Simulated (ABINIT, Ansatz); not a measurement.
# KTaS3 (Pm-3m): zone-centre phonons

Aim: the zone-centre modes of KTaS3 (Pm-3m).

Main program and level: ABINIT 10.8.3; DFT LDA, scalar-relativistic, plane waves, PseudoDojo norm-conserving pseudopotentials.

The structure was built from a prototype and need not be the compound's stable phase.

## (1) Starting point

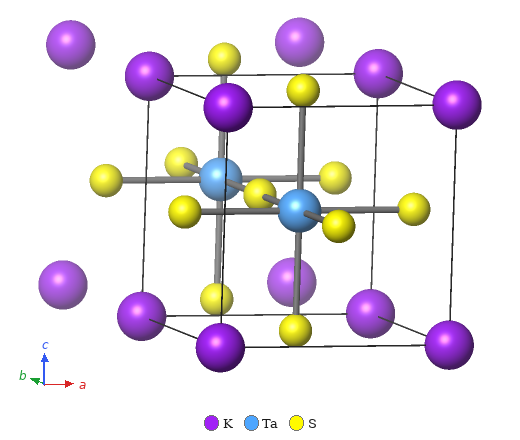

The cell as given, slightly off an axis (potassium purple, tantalum blue, sulfur yellow). 1×2×1 cells are drawn. Some periodic images of atoms are drawn too.

## (2) Relaxation

The harmonic expansion needs vanishing forces, and a free crystal bears no stress, so cell and atoms are brought to rest. Stress is more sensitive to the basis than forces are: the last 3 Ha under the cutoff are smoothed with ecutsm, and the cutoff is raised above that of the later runs.

The starting cell comes from a relaxation made beforehand in Ansatz (LDA, PseudoDojo NC).

File relax.abi:

```
# relaxation
ionmov 2
optcell 2
dilatmx 1.08
ntime 40
tolmxf 1.0d-05
tolvrs 1.0d-14
prtwf 0
prtden 0
chksymtnons 0

# basis, mesh and filling
ecut 40.0
ecutsm 3.0
ngkpt 6 6 6
nshiftk 1
shiftk 0.0 0.0 0.0
istwfk *1
occopt 6
tsmear 0.01
nband 29
nstep 100
diemac 1000000.0
prtebands 0
prtgsr 0
useylm 1

# cell and atoms
acell 3*1.0 Angstrom
rprim 
    4.759062427 0.0 0.0
    0.0 4.759062427 0.0
    0.0 0.0 4.759062427
ntypat 3
znucl 19 73 16
natom 5
typat 1 2 3 3 3
xred 
    0.0 0.0 0.0
    0.5 0.5 0.5
    0.5 0.5 0.0
    0.5 0.0 0.5
    0.0 0.5 0.5
pp_dirpath "./pseudo"
pseudos "K.upf, Ta.upf, S.upf"
```

Launch:

```console
OMP_NUM_THREADS=1 mpirun -n 4 abinit relax.abi > relax.log
```

Numbers of over 12 decimals in the logs are rounded to 6 here.

relax.abo, the main output file:

```text
[banners, grids, parts of the stress and lines that vanish by symmetry left out]
- input  file    -> relax.abi
- output file    -> relax.abo
- root for input  files -> relaxi
[...]
Symmetries : space group Pm -3 m (#221); Bravais cP (primitive cubic)
[...]
mpw =       11152          nfft =      216000          nkpt =          20
[...]
== DATASET  1 ==================================================================
[...]
cutoff_energies: {ecut:  40.0, pawecutdg:  -1.0, }
[...]
ETOT  1  -128.28970625817    -1.283E+02 6.152E-02 9.050E+02
 ETOT  2  -128.10536641274     1.843E-01 1.170E-02 3.281E+03
 ETOT  3  -128.45358185716    -3.482E-01 7.045E-03 7.314E+00
 ETOT  4  -128.45419547114    -6.136E-04 3.892E-03 7.802E-01
 ETOT  5  -128.45425469941    -5.923E-05 4.177E-03 8.133E-02
[...]
At SCF step   13       vres2   =  7.02E-15 < tolvrs=  1.00E-14 =>converged.
[...]
sigma(1 1)=  5.90459965E-07  sigma(3 2)=  0.00000000E+00
  sigma(2 2)=  5.90459965E-07  sigma(3 1)=  0.00000000E+00
  sigma(3 3)=  5.90459965E-07  sigma(2 1)=  0.00000000E+00
[...]
convergence: {deltae:  5.969E-12, res2:  7.021E-15, residm:  3.811E-05, diffor: null, }
etotal    :  -1.28454259E+02
[...]
ETOT  1  -128.45425898785    -1.285E+02 2.034E-05 3.409E-03
[...]
At SCF step   10       vres2   =  2.44E-16 < tolvrs=  1.00E-14 =>converged.
[...]
sigma(1 1)=  4.17279134E-07  sigma(3 2)=  0.00000000E+00
  sigma(2 2)=  4.17279134E-07  sigma(3 1)=  0.00000000E+00
  sigma(3 3)=  4.17279134E-07  sigma(2 1)=  0.00000000E+00
[...]
convergence: {deltae: -8.924E-12, res2:  2.442E-16, residm:  1.006E-06, diffor: null, }
etotal    :  -1.28454259E+02
[...]
ETOT  1  -128.45425771569    -1.285E+02 5.774E-07 1.979E-02
[...]
ETOT  9  -128.45425927624    -5.514E-12 1.632E-07 1.800E-13
 ETOT 10  -128.45425927623     7.020E-12 6.141E-08 1.437E-15
 At SCF step   10       vres2   =  1.44E-15 < tolvrs=  1.00E-14 =>converged.
[...]
sigma(1 1)= -8.95461977E-11  sigma(3 2)=  0.00000000E+00
  sigma(2 2)= -8.95461960E-11  sigma(3 1)=  0.00000000E+00
  sigma(3 3)= -8.95461960E-11  sigma(2 1)=  0.00000000E+00
[...]
convergence: {deltae:  7.020E-12, res2:  1.437E-15, residm:  6.141E-08, diffor: null, }
etotal    :  -1.28454259E+02
[...]
At Broyd/MD step   3, gradients are converged :
[...]
sigma(1 1)= -8.95461977E-11  sigma(3 2)=  0.00000000E+00
  sigma(2 2)= -8.95461960E-11  sigma(3 1)=  0.00000000E+00
  sigma(3 3)= -8.95461960E-11  sigma(2 1)=  0.00000000E+00
[...]
- sigma(1 1)= -2.63454009E-06  sigma(3 2)=  0.00000000E+00
- sigma(2 2)= -2.63454004E-06  sigma(3 1)=  0.00000000E+00
- sigma(3 3)= -2.63454004E-06  sigma(2 1)=  0.00000000E+00
[...]
fcart     -0.0000000000E+00 -0.0000000000E+00 -0.0000000000E+00
           strten     -8.9546197714E-11 -8.9546195979E-11 -8.9546195979E-11
================================================================================

[key lines of the parts left out:]
pressure_GPa:   2.6345E-06
Total energy (etotal) [Ha]= -1.28454259276233E+02
```

Run time: 6.8 min. Hardware: 4 MPI ranks of Intel Xeon at 2.70GHz, shared host; 27 min of CPU time.

Little changed from the start: no atom moved by 0.005 Å and no cell edge by 0.1 %.

Numbers from this step:

- volume per atom: 21.55 Å³
- pressure: 2.63e-6 GPa
- gap on the k-mesh: 0 eV

## (3) Self-consistent run for the response

The response is built on these wavefunctions, so the potential is converged far more tightly than an energy would need. Occupations are smeared.

File gs.abi:

```
# ground state
tolvrs 1.0d-16
prtden 1
prtwf 1

# basis, mesh and filling
ecut 32.0
ngkpt 6 6 6
nshiftk 1
shiftk 0.0 0.0 0.0
istwfk *1
occopt 6
tsmear 0.01
nband 29
nstep 100
diemac 1000000.0
prtebands 0
prtgsr 0
useylm 1

# cell and atoms
acell 3*1.0 Angstrom
rprim 
    4.758775042 0.0 0.0
    0.0 4.758775042 0.0
    0.0 0.0 4.758775042
ntypat 3
znucl 19 73 16
natom 5
typat 1 2 3 3 3
xred 
    0.0 0.0 0.0
    0.5 0.5 0.5
    0.5 0.5 0.0
    0.5 0.0 0.5
    0.0 0.5 0.5
pp_dirpath "./pseudo"
pseudos "K.upf, Ta.upf, S.upf"
```

Launch:

```console
OMP_NUM_THREADS=1 mpirun -n 4 abinit gs.abi > gs.log
```

gs.abo, the main output file:

```text
[banners, grids, parts of the stress and lines that vanish by symmetry left out]
- input  file    -> gs.abi
- output file    -> gs.abo
- root for input  files -> gsi
[...]
Symmetries : space group Pm -3 m (#221); Bravais cP (primitive cubic)
[...]
mpw =        6355          nfft =      110592          nkpt =          20
[...]
== DATASET  1 ==================================================================
[...]
cutoff_energies: {ecut:  32.0, pawecutdg:  -1.0, }
[...]
ETOT  1  -128.29523638300    -1.283E+02 5.345E-02 4.664E+02
 ETOT  2  -128.10050289069     1.947E-01 4.116E-02 1.703E+03
 ETOT  3  -128.45351064373    -3.530E-01 7.105E-03 3.642E+00
 ETOT  4  -128.45410733585    -5.967E-04 4.781E-03 3.938E-01
 ETOT  5  -128.45416411803    -5.678E-05 5.594E-03 4.166E-02
[...]
ETOT 13  -128.45416892805    -4.775E-12 4.650E-05 5.287E-15
 ETOT 14  -128.45416892805     2.331E-12 7.965E-05 8.608E-17
 At SCF step   14       vres2   =  8.61E-17 < tolvrs=  1.00E-16 =>converged.
[...]
sigma(1 1)=  1.35396511E-06  sigma(3 2)=  0.00000000E+00
  sigma(2 2)=  1.35396511E-06  sigma(3 1)=  0.00000000E+00
  sigma(3 3)=  1.35396511E-06  sigma(2 1)=  0.00000000E+00
[...]
convergence: {deltae:  2.331E-12, res2:  8.608E-17, residm:  7.965E-05, diffor: null, }
etotal    :  -1.28454169E+02
[...]
sigma(1 1)=  1.35396511E-06  sigma(3 2)=  0.00000000E+00
  sigma(2 2)=  1.35396511E-06  sigma(3 1)=  0.00000000E+00
  sigma(3 3)=  1.35396511E-06  sigma(2 1)=  0.00000000E+00
[...]
- sigma(1 1)=  3.98350288E-02  sigma(3 2)=  0.00000000E+00
- sigma(2 2)=  3.98350288E-02  sigma(3 1)=  0.00000000E+00
- sigma(3 3)=  3.98350288E-02  sigma(2 1)=  0.00000000E+00
[...]
fcart     -0.0000000000E+00 -0.0000000000E+00 -0.0000000000E+00
           strten      1.3539651088E-06  1.3539651088E-06  1.3539651088E-06
================================================================================

[key lines of the parts left out:]
pressure_GPa:  -3.9835E-02
```

The job ended after 97 s (4 MPI ranks).

Read from the output:

```yaml
pressure: -0.03984 GPa
```

The cell stands at -0.040 GPa, close enough for phonons.

(Continued in part 2 of 3.)

[Host names and launcher messages were left out of these logs when they were recorded.]

[Logs are printed without paths, hosts, clocks, repeated set-up lines and the standing remarks that a program may print on its own settings, such as how far it seeks lower states.]

[Hosts, paths, dates, database ids (printed as entryN), source tags and the programs' standing remarks are cut or masked in the printed files.]
